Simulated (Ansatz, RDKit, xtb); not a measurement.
# Isomers of C3H7FS, a sample narrowed down, part 2 of 2

Which of a sample of isomers of C3H7FS is the most stable in the gas at 298.15 K, and what are its properties? The sample is small against all isomers, and the most stable one of this formula need not be in it.

xtb, Ansatz and PySCF; isolated molecules.

### Step 7. Harmonic analysis of the finalists

The lowest few go on as finalists. Harmonic vibrations at PBE-D3(BJ)/def2-SVP test each finalist and give the zero-point energy and the thermal terms. The first, c666a:

Contents of input.yaml:

```yaml
crystal:
  periodic: [false, false, false]
  atoms:
    - symbol: C
      position_ang: [-0.632562, 0.047953, 0.528463]
    - symbol: C
      position_ang: [-1.465950, -1.207969, 0.749791]
    - symbol: C
      position_ang: [-2.171648, -1.240098, 2.101348]
    - symbol: F
      position_ang: [-2.449072, -1.234827, -0.245131]
    - symbol: S
      position_ang: [-0.441149, -2.744495, 0.635352]
    - symbol: H
      position_ang: [-1.284913, 0.942405, 0.603698]
    - symbol: H
      position_ang: [0.174831, 0.125248, 1.280510]
    - symbol: H
      position_ang: [-0.178082, 0.037742, -0.481538]
    - symbol: H
      position_ang: [-2.784924, -2.157277, 2.191711]
    - symbol: H
      position_ang: [-2.842360, -0.361470, 2.178127]
    - symbol: H
      position_ang: [-1.443639, -1.208223, 2.934485]
    - symbol: H
      position_ang: [0.113474, -2.434452, -0.569619]
basis:
  gaussian:
    orbitals: def2-SVP
hamiltonian:
  xc: {name: PBE}
  dispersion: d3bj
scf:
  lower_state_search: off
phonons: {}
```

The run is started by

```bash
$ ansatz run input.yaml --threads 2 --pin off --max-ram 5220MiB --events-out events.jsonl --progress --plain --runs-dir runs
```

The log of the run (excerpt; [...] marks lines left out):

```text
Warning: RAYON_NUM_THREADS=2 ignored (pool sized by the plan → 2); use --threads N
Functional definition: PBE
  name "PBE"
[...]
1233 factors; their error is unknown
[...]
mean field -16758.01981231 eV, -615.8458691087 hartree, gradient 4.4e-6 eV, S^2 0.000000; 0 other end points of the search recorded, 0 dependent functions left out
[...]
reference -16758.01984284 eV, -615.8458702307 hartree; 25, 25 occupied and 84, 84 virtual orbitals, 1233 factors
[...]
1233 factors; their error is unknown
mean field -16758.01966580 eV, -615.8458637244 hartree, gradient 2.2e-6 eV, S^2 0.000000; 0 other end points of the search recorded, 0 dependent functions left out
[...]
reference -16758.01969633 eV, -615.8458648464 hartree; 25, 25 occupied and 84, 84 virtual orbitals, 1233 factors
[...]
1233 factors; their error is unknown
[...]
Atom 6 at     0.174831     0.125248     1.280510 Å, force    -0.000250     0.000552     0.000067 eV/Å
Atom 7 at    -0.178082     0.037742    -0.481538 Å, force    -0.000874     0.000396    -0.000135 eV/Å
Atom 8 at    -2.784924    -2.157277     2.191711 Å, force    -0.000473     0.000041     0.000506 eV/Å
Atom 9 at    -2.842360    -0.361470     2.178127 Å, force    -0.000619    -0.000266    -0.000021 eV/Å
Atom 10 at    -1.443639    -1.208223     2.934485 Å, force    -0.000234     0.000505    -0.000502 eV/Å
Atom 11 at     0.113474    -2.434452    -0.569619 Å, force    -0.000769     0.000480     0.000382 eV/Å
Dipole moment:     0.152202     0.283141     0.130169 e Å
Vibrations: 199.43 244.09 261.34 280.07 306.29 374.34 391.73 437.46 597.28 816.40 850.73 903.76 939.85 972.86 1125.85 1163.89 1208.95 1333.25 1341.93 1393.71 1399.32 1410.57 1423.59 2614.99 2978.89 2987.97 3070.56 3084.40 3093.86 3097.23 cm⁻¹, zero-point energy 2.498566 eV
Checks for a lower state left out: stability, starts, cluster_reference, orbital_swaps, neighbouring_geometries, increment
```

It took 89 s on 2 threads of Arm Neoverse V2, shared host; peak memory 0.14 GiB.

### Step 8. Zero-point energy and free-energy terms

At 298.15 K and 1 atm, ideal gas, rigid rotor and harmonic oscillator:

```csv
label,SMILES,spin,point group,lowest mode (cm⁻¹),zero-point (kcal/mol),G − E (kcal/mol)
c666a,CC(C)(F)S,singlet,C1,199,57.6,38.5
c443a,CC[C@@H](F)S,singlet,C1,115,58.4,39.0
c904a,FCCCS,singlet,C1,84,58.8,39.0
```

Chiral structures get −RT ln 2 for their mirror image.

### Step 9. Last filter: a higher level

Each finalist gets a single point at CCSD(T)/def2-SVP + MP2/def2-TZVPP - MP2/def2-SVP.

c666a, CCSD(T)/def2-SVP:

Contents of input.yaml:

```yaml
basis:
  gaussian: {orbitals: def2-SVP}
crystal:
  periodic: [false, false, false]
  atoms:
    - {symbol: C, position_ang: [-0.632562, 0.047953, 0.528463]}
    - {symbol: C, position_ang: [-1.465950, -1.207969, 0.749791]}
    - {symbol: C, position_ang: [-2.171648, -1.240098, 2.101348]}
    - {symbol: F, position_ang: [-2.449072, -1.234827, -0.245131]}
    - {symbol: S, position_ang: [-0.441149, -2.744495, 0.635352]}
    - {symbol: H, position_ang: [-1.284913, 0.942405, 0.603698]}
    - {symbol: H, position_ang: [0.174831, 0.125248, 1.280510]}
    - {symbol: H, position_ang: [-0.178082, 0.037742, -0.481538]}
    - {symbol: H, position_ang: [-2.784924, -2.157277, 2.191711]}
    - {symbol: H, position_ang: [-2.842360, -0.361470, 2.178127]}
    - {symbol: H, position_ang: [-1.443639, -1.208223, 2.934485]}
    - {symbol: H, position_ang: [0.113474, -2.434452, -0.569619]}
total_charge: 0
correlation: {method: ccsd_t, frozen_orbitals: {C: 1, F: 1, S: 5, H: 0}}
```

The run is started by

```bash
$ ansatz run input.yaml --threads 2 --pin off --max-ram 5220MiB --events-out events.jsonl --progress --plain --runs-dir runs
```

The log of the run (excerpt; [...] marks lines left out):

```text
Warning: RAYON_NUM_THREADS=2 ignored (pool sized by the plan → 2); use --threads N
Functional definition: HF
  name "HF"
[...]
1094 factors; integrals over basis functions are off by at most 1.2e-3 eV
[...]
mean field -16717.44888924 eV, -614.3549151859 hartree, gradient 1.6e-6 eV, S^2 0.000000; 0 other end points of the search recorded, 0 dependent functions left out
9 core orbitals not correlated: weight in the atoms' cores, before any rotation towards them, 1.000 or more for the frozen orbitals, at most 0.000 for the correlated occupied ones
reference -16717.44888924 eV, -614.3549151859 hartree; 16, 16 occupied and 84, 84 virtual orbitals, 1094 factors
second order -20.41750201 eV of doubles, -0.00000000 eV of singles
cycle   1  -21.32149722 eV  change   -9.0e-1 eV  update   9.6e-2
[...]
cycle   9  -21.95900866 eV  change   -2.8e-7 eV  update   2.0e-5
perturbative correction -0.60487105 eV, -0.0222286013 hartree
Total energy: -16740.01276896 eV, -615.1841224710 hartree
```

Wall time 13 s (2 threads of Arm Neoverse V2, shared host); peak memory 0.54 GiB.

### Step 10. c666a at MP2/def2-TZVPP

Contents of input.yaml:

```yaml
crystal:
  periodic: [false, false, false]
  atoms:
    - symbol: C
      position_ang: [-0.632562, 0.047953, 0.528463]
    - symbol: C
      position_ang: [-1.465950, -1.207969, 0.749791]
    - symbol: C
      position_ang: [-2.171648, -1.240098, 2.101348]
    - symbol: F
      position_ang: [-2.449072, -1.234827, -0.245131]
    - symbol: S
      position_ang: [-0.441149, -2.744495, 0.635352]
    - symbol: H
      position_ang: [-1.284913, 0.942405, 0.603698]
    - symbol: H
      position_ang: [0.174831, 0.125248, 1.280510]
    - symbol: H
      position_ang: [-0.178082, 0.037742, -0.481538]
    - symbol: H
      position_ang: [-2.784924, -2.157277, 2.191711]
    - symbol: H
      position_ang: [-2.842360, -0.361470, 2.178127]
    - symbol: H
      position_ang: [-1.443639, -1.208223, 2.934485]
    - symbol: H
      position_ang: [0.113474, -2.434452, -0.569619]
basis:
  gaussian: {orbitals: def2-TZVPP}
correlation: {method: mp2, frozen_orbitals: {C: 1, F: 1, S: 5, H: 0}}
```

The run is started by

```bash
$ ansatz run input.yaml --threads 2 --pin off --max-ram 5220MiB --events-out events.jsonl --progress --plain --runs-dir runs
```

The log of the run:

```text
Warning: RAYON_NUM_THREADS=2 ignored (pool sized by the plan → 2); use --threads N
[... 2 set-up lines as earlier in the session ...]
  exchange = exact_x
  correlation = 0
1557 factors; integrals over basis functions are off by at most 1.0e-3 eV
mean field evaluation 1: about -16724.3625 eV, gradient 3.6e1 eV
mean field evaluation 2: about -16724.6068 eV, gradient 3.6e1 eV
mean field evaluation 4: about -16728.0835 eV, gradient 4.3e0 eV
mean field evaluation 8: about -16728.1487 eV, gradient 3.1e-1 eV
mean field evaluation 16: about -16728.1492 eV, gradient 1.7e-6 eV
mean field -16728.14917273 eV, -614.7481433512 hartree, gradient 1.7e-6 eV, S^2 0.000000; 0 other end points of the search recorded, 0 dependent functions left out
9 core orbitals not correlated: weight in the atoms' cores, before any rotation towards them, 1.000 or more for the frozen orbitals, at most 0.000 for the correlated occupied ones
reference -16728.14917273 eV, -614.7481433512 hartree; 16, 16 occupied and 239, 239 virtual orbitals, 1557 factors
second order -25.96548772 eV of doubles, -0.00000000 eV of singles
Total energy: -16754.11466045 eV, -615.7023574247 hartree
```

Wall time 8.1 s (2 threads of Arm Neoverse V2, shared host); peak memory 0.68 GiB.

### Step 11. c443a at CCSD(T)/def2-SVP

Contents of input.yaml:

```yaml
basis:
  gaussian:
    orbitals: def2-SVP
crystal:
  periodic: [false, false, false]
  atoms:
    - {symbol: C, position_ang: [0.925307, -0.979621, 0.421351]}
    - {symbol: C, position_ang: [-0.532007, -0.700211, 0.051450]}
    - {symbol: C, position_ang: [-1.255876, 0.140034, 1.097372]}
    - {symbol: F, position_ang: [-0.564515, 1.333275, 1.279070]}
    - {symbol: S, position_ang: [-3.016709, 0.443440, 0.716808]}
    - {symbol: H, position_ang: [1.431515, -1.566307, -0.370335]}
    - {symbol: H, position_ang: [1.480963, -0.031720, 0.559090]}
    - {symbol: H, position_ang: [0.998755, -1.555654, 1.367137]}
    - {symbol: H, position_ang: [-1.100500, -1.643405, -0.081287]}
    - {symbol: H, position_ang: [-0.585341, -0.158906, -0.918840]}
    - {symbol: H, position_ang: [-1.283155, -0.386105, 2.079298]}
    - {symbol: H, position_ang: [-2.801169, 0.851687, -0.566344]}
correlation:
  method: ccsd_t
  frozen_orbitals: {C: 1, F: 1, S: 5, H: 0}
```

The run is started by

```bash
$ ansatz run input.yaml --threads 2 --pin off --max-ram 5220MiB --events-out events.jsonl --progress --plain --runs-dir runs
```

The log of the run (excerpt; [...] marks lines left out):

```text
Warning: RAYON_NUM_THREADS=2 ignored (pool sized by the plan → 2); use --threads N
[... 2 set-up lines as earlier in the session ...]
[...]
1094 factors; integrals over basis functions are off by at most 1.2e-3 eV
[...]
mean field -16717.31518320 eV, -614.3500015795 hartree, gradient 1.4e-6 eV, S^2 0.000000; 0 other end points of the search recorded, 0 dependent functions left out
9 core orbitals not correlated: weight in the atoms' cores, before any rotation towards them, 1.000 or more for the frozen orbitals, at most 0.000 for the correlated occupied ones
reference -16717.31518320 eV, -614.3500015795 hartree; 16, 16 occupied and 84, 84 virtual orbitals, 1094 factors
second order -20.35824970 eV of doubles, -0.00000000 eV of singles
cycle   1  -21.29221013 eV  change   -9.3e-1 eV  update   9.5e-2
[...]
cycle   9  -21.92374176 eV  change    9.8e-7 eV  update   1.7e-5
perturbative correction -0.59378409 eV, -0.0218211630 hartree
Total energy: -16739.83270906 eV, -615.1775053917 hartree
```

Run time: 13 s. Hardware: 2 threads of Arm Neoverse V2, shared host; peak memory 0.54 GiB.

### Step 12. Free energies and the winner

Energies in kcal/mol from c666a; G adds the thermal terms to the CCSD(T)/def2-SVP + MP2/def2-TZVPP - MP2/def2-SVP energy. The columns left of the relaxed level are at the tight-binding geometries.

```csv
label,SMILES,spin,GFN2-xTB,HF/STO-3G,r2SCAN-D4/def2-SVP,PBE-D3(BJ)/def2-SVP,HF/def2-SVP,MP2/def2-SVP,CCSD(T)/def2-SVP + MP2/def2-TZVPP - MP2/def2-SVP,G,share at equilibrium,T1
c666a,CC(C)(F)S,singlet,0.0,0.0,0.0,0.0,0.0,0.0,0.0,0.0,100.0 %,0.010
c443a,CC[C@@H](F)S,singlet,2.8,1.3,4.7,3.5,3.1,4.4,4.1,4.6,< 0.1 %,0.010
c904a,FCCCS,singlet,3.8,5.8,8.6,7.5,3.8,7.6,6.7,7.2,< 0.1 %,0.009
```

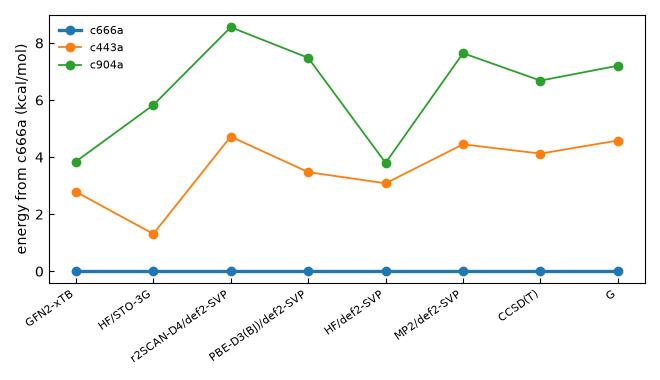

The finalists at each level, measured from c666a.

Lowest found: c666a, `CC(C)(F)S`, a singlet of point group C1. Bond lengths: C1–C2 1.523 Å, C2–C3 1.525 Å, C2–F4 1.399 Å, C2–S5 1.850 Å, C1–H6 1.110 Å, C1–H7 1.106 Å, C1–H8 1.108 Å, C3–H9 1.107 Å, C3–H10 1.108 Å, C3–H11 1.107 Å, S5–H12 1.362 Å. Some angles: C1–C2–C3 113.5°, C1–C2–F4 107.3°, C1–C2–S5 111.9°, C3–C2–F4 107.7°, C3–C2–S5 107.1°, F4–C2–S5 109.2°, C2–C1–H6 109.5°, C2–C1–H7 111.0°, C2–C1–H8 110.4°, C2–C3–H9 110.3°.

```xyz
12

C    -0.6326    0.0480    0.5285
C    -1.4660   -1.2080    0.7498
C    -2.1716   -1.2401    2.1013
F    -2.4491   -1.2348   -0.2451
S    -0.4411   -2.7445    0.6354
H    -1.2849    0.9424    0.6037
H     0.1748    0.1252    1.2805
H    -0.1781    0.0377   -0.4815
H    -2.7849   -2.1573    2.1917
H    -2.8424   -0.3615    2.1781
H    -1.4436   -1.2082    2.9345
H     0.1135   -2.4345   -0.5696
```

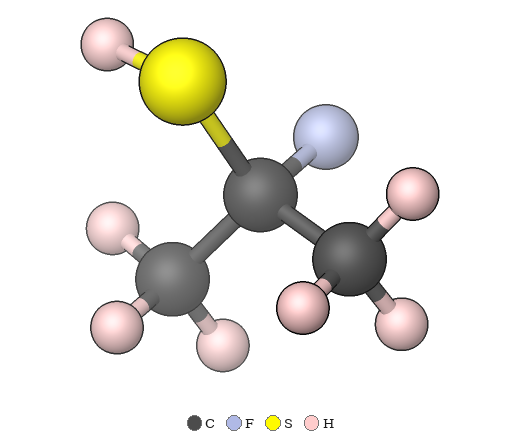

The lowest structure found, seen from a chosen angle (carbon dark grey, fluorine light blue, sulfur yellow, hydrogen pink).

### Step 13. Summary of results

This closing draws on all 2 parts.

```
                                                      quantity                                                                                                                value
                                        lowest structure found                                                                                               CC(C)(F)S, singlet, C1
                                                 next finalist                                                                      CC[C@@H](F)S, singlet, 4.6 kcal/mol higher in G
                     share at equilibrium, among the finalists                                                                                                              100.0 %
                                                        funnel  8 starts, 8 minima at GFN2-xTB from these starts (10 with those found later), 7 screening runs, 3 relaxed, 3 ranked
                                          CPU time of all runs                                                                                                               12 min
harmonic wavenumbers, lowest and highest (PBE-D3(BJ)/def2-SVP)                                                                                                    199 and 3097 cm⁻¹
                           rotational constants, same geometry                                                                                          0.157, 0.1017, 0.09783 cm⁻¹
```

**Reading.** `CC(C)(F)S` comes out lowest. The margin of 4.6 kcal/mol over the next finalist is beyond the usual error of the last level; it says nothing of structures that weren't ranked. With 3 minima in the window unscreened, the next finalist need not be the second lowest, and margin and share hold for the finalists alone. GFN2-xTB, HF/STO-3G, r2SCAN-D4/def2-SVP, PBE-D3(BJ)/def2-SVP, HF/def2-SVP and MP2/def2-SVP already put its bonding pattern lowest among the structures in one piece. The largest share of the time went into the vibrations (69 % of the CPU time that the search's summary counts). 3 minima inside the window were never screened. The search is not exhaustive (a finite list of starts, one conformer a finalist), so a lower isomer can't be ruled out. Only 3 drawn patterns were tried, so whole families of isomers are missing, and the result ranks only the part of this sample that was screened. The lowest isomer need not be the one that is made and kept in a bottle, which depends on barriers.
